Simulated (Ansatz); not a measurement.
# Two runs on Ge2H2

System: Ge2H2, multiplicity 3.
Method of run 1: UKS PBE0-D4/def2-TZVP (Ansatz 0.2.0).

The geometry comes from this level: r2SCAN-D4/def2-TZVP. Text and figures count atoms from 1; the logs count them from 0 in places.

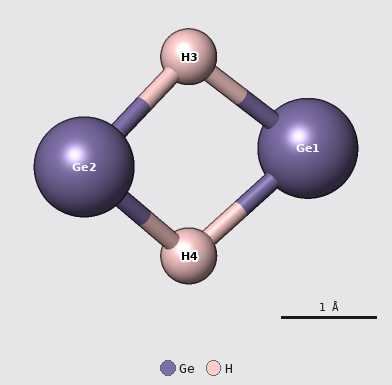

**Figure 1.** The structure (ball-and-stick view, seen at a tilt; atoms are numbered from 1 in the order of the input). Sticks mark near contacts. Bond lengths as drawn: Ge–H 1.77 Å.

**The input, run 1**
```yaml
crystal:
  periodic: [false, false, false]
  atoms:
    - {symbol: Ge, position_ang: [0.494790, 0.421060, -1.251780]}
    - {symbol: Ge, position_ang: [-0.395485, -0.519720, 1.250024]}
    - {symbol: H, position_ang: [0.618922, 0.707965, 0.486514]}
    - {symbol: H, position_ang: [-0.718227, -0.609316, -0.484749]}
basis:
  gaussian: {orbitals: def2-TZVP, initial_orbitals: start.molden}
magnetization: {spin_polarized: true, initial_magnetization: 2}
hamiltonian: {xc: pbe0, dispersion: d4}
output: {orbitals: {seedname: orbitals}}
```

Launched with:
```bash
ansatz run in.yaml --threads 4 --pin off --events-out ev --progress --plain --max-ram 3916MiB
```

Hardware: 4 threads of Arm Neoverse V2, 23 GiB of memory available, shared host.

**Output (run 1)**
```
Functional definition: PBE0
  parameter a = 0.25
  parameter kappa = 0.804
  parameter beta = 0.06672455060314922
  exchange = (1 - a)*pbe_x(kappa = kappa, mu = beta*pi^2/3) + a*exact_x
  correlation = pbe_c(beta = beta)
750 factors; integrals over basis functions are off by at most 1.4e-3 eV
mean field evaluation 1: about -113051.9876 eV, gradient 5.5e0 eV
mean field evaluation 2: about -113052.0337 eV, gradient 7.1e-2 eV
mean field evaluation 4: about -113052.0582 eV, gradient 2.5e-4 eV
mean field evaluation 8: about -113052.0582 eV, gradient 1.5e-5 eV
mean field evaluation 16: about -113051.9488 eV, gradient 9.9e-1 eV
mean field evaluation 32: about -113051.9771 eV, gradient 7.5e-1 eV
mean field -113052.05816613 eV, -4154.5865081681 hartree, gradient 4.3e-6 eV, S^2 2.009318; 4 other end points of the search recorded, 0 dependent functions left out
reference -113052.05818825 eV, -4154.5865089810 hartree; 34, 32 occupied and 74, 76 virtual orbitals, 750 factors
Total energy: -113052.12996097 eV, -4154.5891465796 hartree
```

The input of run 2 differs as follows (lines with − go, lines with + come):
```diff
-hamiltonian: {xc: pbe0, dispersion: d4}
+hamiltonian: {xc: {text: "exchange = 0.90*pbe_x + 0.10*exact_x\ncorrelation = pbe_c"}}
+scf: {omitted_lower_state_checks: [starts]}
```

What does this change do to the results?

The total energies belong to different models, so their difference says nothing on which is more stable or more accurate. The HOMO goes from −4.46 to −3.90 eV. The LUMO goes from −2.86 to −3.65 eV. On the same kind of shared host run 2 took about 0.62 times as long.

**Output (run 2)**
```
Functional definition: unnamed
  exchange = 0.90*pbe_x + 0.10*exact_x
  correlation = pbe_c
these checks for a lower state are left out or cut short: starts
750 factors; integrals over basis functions are off by at most 1.4e-3 eV
mean field evaluation 1: about -113050.3178 eV, gradient 4.7e0 eV
mean field evaluation 2: about -113050.3505 eV, gradient 4.2e-2 eV
mean field evaluation 4: about -113050.3602 eV, gradient 7.1e-1 eV
mean field evaluation 8: about -113050.3683 eV, gradient 4.2e-2 eV
mean field evaluation 16: about -113050.3696 eV, gradient 5.6e-5 eV
mean field -113050.36964191 eV, -4154.5244560476 hartree, gradient 5.4e-6 eV, S^2 2.006896; 0 other end points of the search recorded, 0 dependent functions left out
reference -113050.36966900 eV, -4154.5244570429 hartree; 34, 32 occupied and 74, 76 virtual orbitals, 750 factors
Total energy: -113050.36966900 eV, -4154.5244570429 hartree
Checks for a lower state left out: starts
```

**The two runs side by side**

| quantity | run 1 | run 2 |
| --- | --- | --- |
| outcome | converged | converged |
| total energy (hartree) | −4154.589147 | −4154.524457 |
| HOMO (eV) | −4.46 | −3.90 |
| LUMO (eV) | −2.86 | −3.65 |
| ⟨S²⟩ | 2.009 | 2.007 |
| basis functions | 108 | 108 |
| wall time (shared host) | 5.5 s | 3.4 s |
